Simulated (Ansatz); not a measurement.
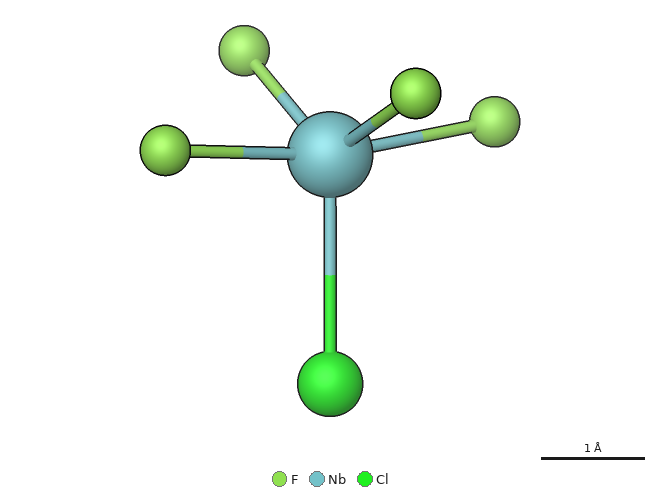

The picture shows a molecular structure as a ball-and-stick model.

Charge 0, singlet. The computed structure is the end point of a PBE0-D4/def2-TZVP optimisation.

> What is the molecular formula?

NbClF₄, 6 atoms: 1 niobium, 1 chlorine and 4 fluorine.

> What is the point group of this geometry?

C2v.

> How many bonds of each kind are drawn?

4 F–Nb, 1 Cl–Nb.

> How many sets of symmetry-equivalent atoms are there?

4: 2 F, 1 Nb, 2 F, 1 Cl.

More results for the same structure follow; atom numbers are the same in all pictures, views and colours differ.

Geometry

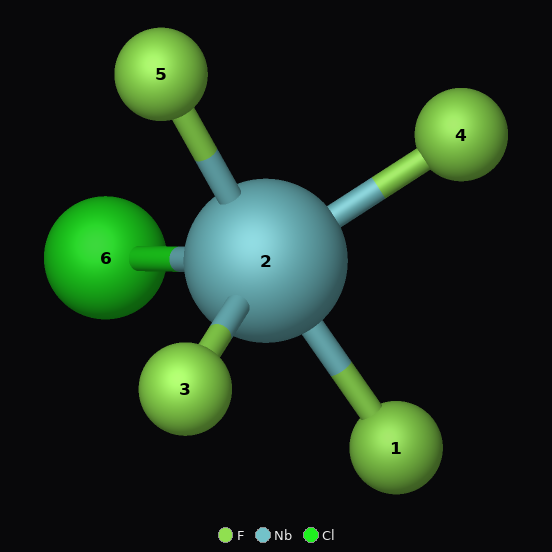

Estimate the angles F1–Nb2–F5, F3–Nb2–F4, F1–Nb2–F3, F3–Nb2–Cl6, F1–Nb2–Cl6.

```tsv
angle	degrees
F1–Nb2–F5	168.8
F3–Nb2–F4	127.6
F1–Nb2–F3	87.5
F3–Nb2–Cl6	116.2
F1–Nb2–Cl6	95.6
```

Vibrations

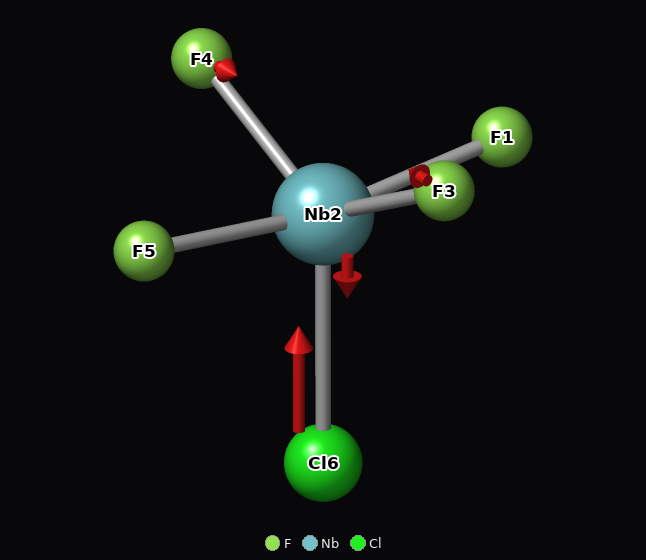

The arrows show one normal mode. Harmonic vibrations computed with RKS PBE0-D4/def2-TZVP, core potentials on Nb (Ansatz 0.2.0) at a stationary point of the same level.

> Describe the motion.

Mostly Nb–Cl stretching.

> At what wavenumber does it lie?

454 cm⁻¹; it is mode 8 of 12 counted from the lowest.

Levels of theory compared

Program: Ansatz 0.2.0.

Tabulate dipole (D) at these levels: B3LYP-D4/def2-TZVPP; PBE-D4/def2-TZVPP; PBE0-D4/def2-TZVP; r2SCAN-D4/def2-TZVPP; ωB97M-V/def2-TZVPP.

```tsv
level	dipole (D)
B3LYP-D4/def2-TZVPP	0.93
PBE-D4/def2-TZVPP	0.76
PBE0-D4/def2-TZVP	0.95
r2SCAN-D4/def2-TZVPP	0.79
ωB97M-V/def2-TZVPP	0.83
```

Charges

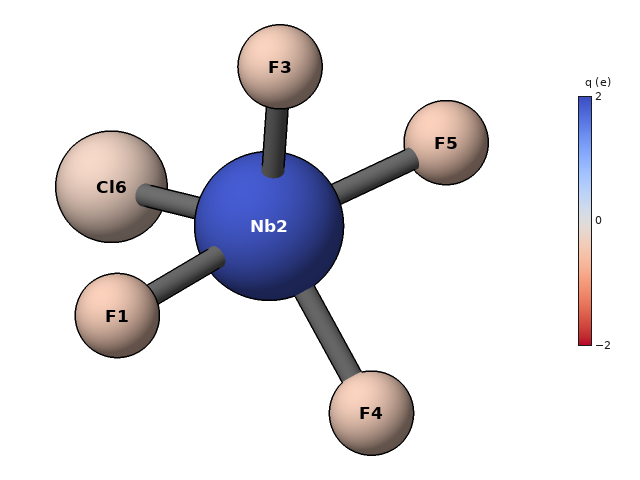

Atoms are coloured by their Mulliken charges. Method: RKS PBE0-D4/def2-TZVP, core potentials on Nb (Ansatz 0.2.0).

> Which atom carries the highest charge (most positive or least negative)?

Nb2 (1.89 e).

> And the lowest?

F1, F5 (−0.41 e).

Give the Mulliken charges atom by atom.

```
atom  value (e)
  F1      −0.41
 Nb2       1.89
  F3      −0.38
  F4      −0.38
  F5      −0.41
 Cl6      −0.29
```

Mulliken values depend strongly on the basis set and can even reverse the polarity of a bond.
